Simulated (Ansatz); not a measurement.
BAs (zinc blende), conventional cell a = b = c = 4.8093 Å, α = β = γ = 90.00°. The calculation uses the primitive cell of 2 atoms, to which meshes and values per cell refer.

The relaxed cell is deformed in two ways at once: its volume V is scaled, and at that volume it is stretched along z (the c axis of the conventional cell) so that c/a changes. Fractional atomic positions are held.

Calculation: PBE (plane waves to 420 eV, PAW, scalar-relativistic; Ansatz, a program for electronic structure). k mesh 12×12×12 (Γ-centred), Fermi-Dirac smearing 0.05 eV. The energy includes the smearing's −TS. Compression counts positive. BAs was relaxed with its symmetry unable to fall. The zero of ΔE is the relaxed starting cell.

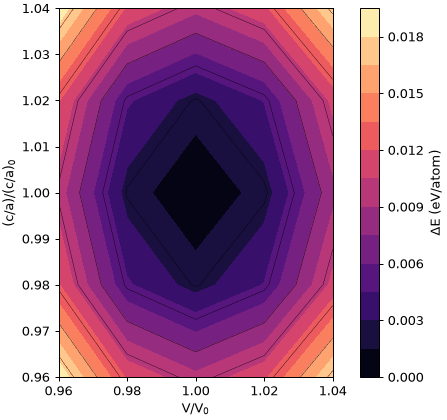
Figure: ΔE (eV/atom) over the 5×5 grid of computed points.

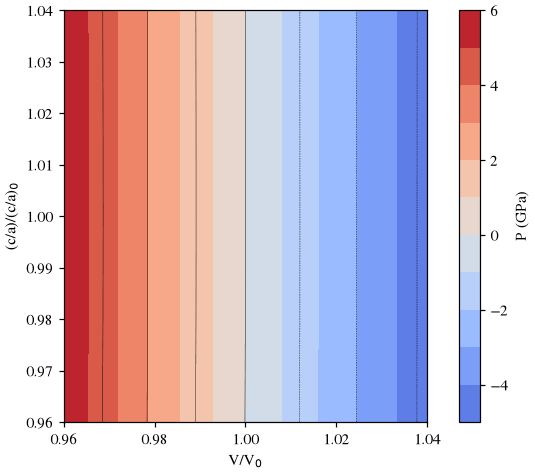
P (GPa) over the 5×5 grid of computed points.

The shear modulus C′ = (C11 − C12)/2 (fit, atoms clamped) comes out as 102 GPa. Highest place on the grid, met at several equal points: V/V₀ = 0.960, (c/a)/(c/a)₀ = 0.960; V/V₀ = 0.960, (c/a)/(c/a)₀ = 1.040 (19.1 meV/atom). Lowest place on the grid: V/V₀ = 1.000, (c/a)/(c/a)₀ = 1.000 (0.0 meV/atom).

Near the relaxed cell σzz − σxx = −2Cδ (compression positive), C being this modulus and δ the logarithm of the ratio.

(A scan under strain: stresses follow from slopes of the energy per volume, elastic moduli from its curvatures.)
